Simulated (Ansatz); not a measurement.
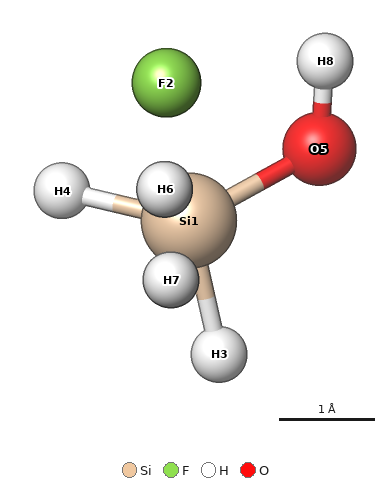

*The starting structure (ball-and-stick view, seen at a tilt; atoms are numbered from 1 in the order of the input).*

Bond lengths as drawn: H–O 0.96 Å, H–Si 1.48 to 1.49 Å and O–Si 1.65 Å.

# Run report: SiH5OF, saddle-point search

- system: SiH5OF
- method: RKS PBE0-D4/def2-TZVP (Ansatz 0.2.0)

The geometry is a guess of a transition state. The reaction was set up to form Si1–H7 and F2–H6 and to break Si1–F2 and H6–H7 (atoms counted from 1 in the order of the input); sticks are drawn by distance alone. Figures and captions count atoms from 1; the log counts them from 0 in places.

The program's output:
```
Functional definition: PBE0
  name "PBE0"
  cite "Adamo & Barone, J. Chem. Phys. 110, 6158 (1999) doi:10.1063/1.478522"
  cite "Perdew, Burke & Ernzerhof, Phys. Rev. Lett. 77, 3865 (1996) doi:10.1103/PhysRevLett.77.3865"
  parent pbe
  parameter a = 0.25
  parameter kappa = 0.804
  parameter beta = 0.06672455060314922
  exchange = (1 - a)*pbe_x(kappa = kappa, mu = beta*pi^2/3) + a*exact_x
  correlation = pbe_c(beta = beta)
795 factors; their error is unknown
mean field evaluation 1: about -12712.1433 eV, gradient 5.7e1 eV
mean field evaluation 2: about -12702.6490 eV, gradient 9.3e1 eV
mean field evaluation 4: about -12716.9670 eV, gradient 2.6e0 eV
mean field evaluation 8: about -12716.9728 eV, gradient 2.1e-2 eV
mean field evaluation 16: about -12717.0201 eV, gradient 4.9e-5 eV
mean field -12717.02012075 eV, -467.3418695318 hartree, gradient 4.9e-5 eV, S^2 0.000000; 0 other end points of the search recorded, 0 dependent functions left out
the calculation of the forces begins
reference -12717.02014693 eV, -467.3418704937 hartree; 18, 18 occupied and 111, 111 virtual orbitals, 795 factors
these checks for a lower state are left out or cut short: stability, starts, cluster_reference, orbital_swaps, neighbouring_geometries, increment
795 factors; their error is unknown
mean field -12717.01861610 eV, -467.3418142369 hartree, gradient 1.5e-6 eV, S^2 0.000000; 0 other end points of the search recorded, 0 dependent functions left out
[... from here on the field's lines of each further geometry are left out, up to the last ...]
saddle step   1: F+E_penalty+E_count = -12717.10639833 eV  max|allowed force component| = 4.198e-1 eV/Å  curvature = -10.8151 eV/Å²  mode residual = 9.39e-1 eV/Å²  Δτ_max = 0.0000 Å  (1 rotations, 3 force calls, 67 SCF iters)  cluster: 3 rotations left out, max|force component along them| = 1.357e-7 eV/Å
saddle step   2: F+E_penalty+E_count = -12717.11366853 eV  max|allowed force component| = 2.430e-1 eV/Å  curvature = -10.4292 eV/Å²  mode residual = 9.67e-1 eV/Å²  Δτ_max = 0.0204 Å  (1 rotations, 3 force calls, 73 SCF iters)  cluster: 3 rotations left out, max|force component along them| = 1.657e-8 eV/Å
saddle step   3: F+E_penalty+E_count = -12717.11618925 eV  max|allowed force component| = 1.621e-1 eV/Å  curvature = -10.7702 eV/Å²  mode residual = 9.71e-1 eV/Å²  Δτ_max = 0.0202 Å  (1 rotations, 3 force calls, 73 SCF iters)  cluster: 3 rotations left out, max|force component along them| = 2.074e-8 eV/Å
saddle step   4: F+E_penalty+E_count = -12717.11781744 eV  max|allowed force component| = 7.102e-2 eV/Å  curvature = -10.5440 eV/Å²  mode residual = 5.06e-1 eV/Å²  Δτ_max = 0.0082 Å  (1 rotations, 3 force calls, 74 SCF iters)  cluster: 3 rotations left out, max|force component along them| = 2.318e-8 eV/Å
saddle step   5: F+E_penalty+E_count = -12717.11802661 eV  max|allowed force component| = 4.041e-2 eV/Å  curvature = -10.5006 eV/Å²  mode residual = 4.91e-1 eV/Å²  Δτ_max = 0.0027 Å  (1 rotations, 3 force calls, 75 SCF iters)  cluster: 3 rotations left out, max|force component along them| = 2.285e-8 eV/Å
saddle step   6: F+E_penalty+E_count = -12717.11813905 eV  max|allowed force component| = 1.140e-2 eV/Å  curvature = -10.4949 eV/Å²  mode residual = 3.19e-1 eV/Å²  Δτ_max = 0.0024 Å  (1 rotations, 3 force calls, 65 SCF iters)  cluster: 3 rotations left out, max|force component along them| = 7.237e-8 eV/Å
saddle step   7: F+E_penalty+E_count = -12717.11816941 eV  max|allowed force component| = 4.216e-3 eV/Å  curvature = -10.5070 eV/Å²  mode residual = 2.66e-1 eV/Å²  Δτ_max = 0.0017 Å  (1 rotations, 9 force calls, 198 SCF iters)  cluster: 3 rotations left out, max|force component along them| = 5.970e-8 eV/Å
saddle search: the force at step 8 is within saddle.f_tol, and the search now checks the order of the point unasked, as it does wherever a lone molecule whose rigid rotations it leaves out would converge (saddle.isolated_cluster): at most 100 rotations across the mode and 202 force calls, two more next to a line or behind a second negative curvature, two more where it reads a positive, two for each turn that reads one and six more at each negative that it reads, and up to 22 at one that stands (24 where saddle.amplitude is under 0.005 Å), over each length that the point is read over (saddle.order_check: false declines the check)
saddle search: the rotation starts from a random direction (saddle.seed = 0)
the calculation of the forces begins
reference -12717.03205039 eV, -467.3423079378 hartree; 18, 18 occupied and 111, 111 virtual orbitals, 795 factors
795 factors; their error is unknown
mean field evaluation 512: about -12717.0320 eV, gradient 5.0e-5 eV
mean field -12717.03202870 eV, -467.3423071407 hartree, gradient 6.5e-5 eV, S^2 0.000000; 1 other end points of the search recorded, 0 dependent functions left out
the calculation of the forces begins
reference -12717.03205474 eV, -467.3423080977 hartree; 18, 18 occupied and 111, 111 virtual orbitals, 795 factors
saddle step   8: F+E_penalty+E_count = -12717.11819464 eV  max|allowed force component| = 5.364e-4 eV/Å  curvature = -10.5169 eV/Å² (error put at 0.0070; -10.5237 at half of saddle.amplitude)  mode residual = 2.30e-1 eV/Å²  Δτ_max = 0.0056 Å  (1 rotations, 43 force calls, 935 SCF iters)  order check (unasked): positive, curvature across the mode = +0.4279 eV/Å²; +0.3612 less its residual, +0.3612 less it at half of saddle.amplitude; error put at 0.0001 (35 force calls)  cluster: 3 rotations left out, max|force component along them| = 2.351e-8 eV/Å
```

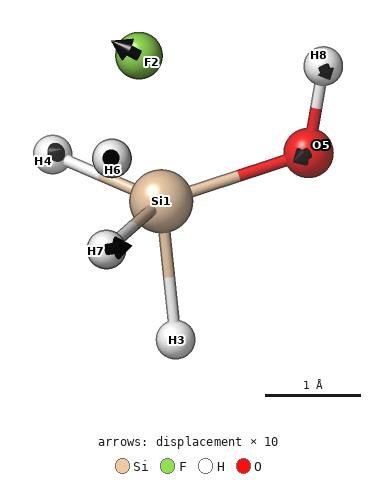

*The starting structure with the displacements as black arrows, magnified 10 times (ball-and-stick view, seen at a tilt). The two geometries are laid on each other by the best rigid fit.*

The atom that moves furthest after the best rigid fit is F2 (0.034 Å). By element the largest moves are F 0.034 Å, H 0.030 Å, O 0.022 Å, Si 0.007 Å. Among the contacts that change: Si1–O5 1.654 → 1.631 Å, Si1–H7 1.721 → 1.699 Å, Si1–H4 1.484 → 1.475 Å, Si1–H3 1.493 → 1.486 Å. (Atoms are counted from 1 in the order of the input.)

```
Total energy: -12717.11822068 eV, -467.3454746377 hartree
Atom 0 at    -0.312474     0.340408    -0.194261 Å, force    -0.000009    -0.000019    -0.000004 eV/Å
Atom 1 at     0.181581    -1.291209     0.824899 Å, force    -0.000187     0.000126    -0.000319 eV/Å
Atom 2 at    -0.387505     1.177961    -1.419969 Å, force     0.000028    -0.000014    -0.000067 eV/Å
Atom 3 at    -1.690921     0.150141     0.295150 Å, force    -0.000102    -0.000091     0.000051 eV/Å
Atom 4 at     0.801517     1.175019     0.656056 Å, force    -0.000014     0.000164     0.000090 eV/Å
Atom 5 at     0.207120    -1.366948    -0.383679 Å, force     0.000090     0.000235    -0.000244 eV/Å
Atom 6 at     0.095921    -0.934939    -1.239447 Å, force     0.000040    -0.000263     0.000536 eV/Å
Atom 7 at     1.104861     0.749566     1.461249 Å, force     0.000153    -0.000137    -0.000043 eV/Å
Dipole moment:    -0.005846    -0.109120    -0.058484 e Å
```

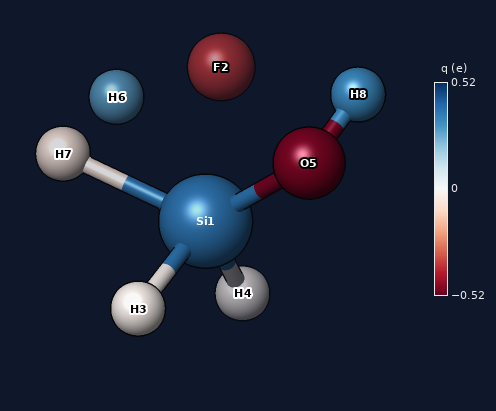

*Mulliken charges, as the colour of each atom (ball-and-stick view, seen at a tilt; atoms are numbered from 1 in the order of the input).*

By element: Si +0.37, F −0.37, H −0.06 to +0.34 and O −0.50 e.

The run was set up as follows.

The input:
```yaml
crystal:
  periodic: [false, false, false]
  atoms:
    - {symbol: Si, position_ang: [-0.317848, 0.338169, -0.189726]}
    - {symbol: F, position_ang: [0.202553, -1.265422, 0.817767]}
    - {symbol: H, position_ang: [-0.383674, 1.174822, -1.425005]}
    - {symbol: H, position_ang: [-1.709657, 0.161164, 0.293633]}
    - {symbol: O, position_ang: [0.810054, 1.187320, 0.671558]}
    - {symbol: H, position_ang: [0.218406, -1.377704, -0.388953]}
    - {symbol: H, position_ang: [0.078980, -0.956005, -1.251804]}
    - {symbol: H, position_ang: [1.101287, 0.737655, 1.472529]}
basis:
  gaussian: {orbitals: def2-TZVP}
hamiltonian: {xc: pbe0, dispersion: d4}
saddle:
  f_tol: 0.01
  max_steps: 150
  mode_guess:
    - [-0.0336, 0.1357, -0.3532]
    - [0.1268, -0.4173, -0.1798]
    - [-0.0593, 0.2315, -0.1158]
    - [0.0691, -0.0164, -0.0175]
    - [-0.0453, -0.0952, -0.0604]
    - [0.0461, -0.0930, 0.6639]
    - [-0.0804, 0.2767, 0.0811]
    - [-0.0235, -0.0219, -0.0183]
```

Summary:

```csv
quantity,value
outcome,converged
total energy,−12717.1182 eV
mean-field energy,−12717.0321 eV
dispersion energy,−0.0862 eV
largest force (length of the vector) at the end,0.001 eV/Å
dipole moment,0.60 D
hardware,"2 CPU threads, shared host"
wall time,94 s (CPU time 2.8 min)
peak memory,0.25 GiB
```
